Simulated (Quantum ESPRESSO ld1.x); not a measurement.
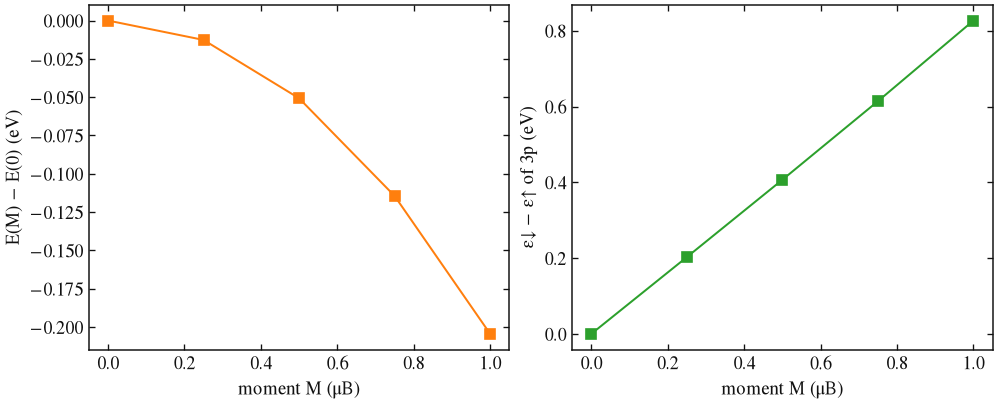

For Si⁺ in [Ne] 3s2 3p1, the spin moment of the 3p shell is fixed at a series of values. Theory: non-relativistic Kohn-Sham, LDA (Slater exchange, Perdew-Zunger correlation), spin-polarised, spherical densities, point nucleus (computed with Quantum ESPRESSO ld1.x 7.5). The plot shows the energy and the exchange splitting.

**Describe both curves.**

The energy falls with the moment, to −0.204 eV at M = 1 μB, the largest moment run; with one electron or hole in the shell the exact energy would hardly depend on M, so most of the fall is the functional's fractional-spin error. A fit E = −I M²/4 gives an exchange integral I of about 0.82 eV, and the exchange splitting grows nearly in proportion to M, to 0.827 eV (0.83 eV per μB).
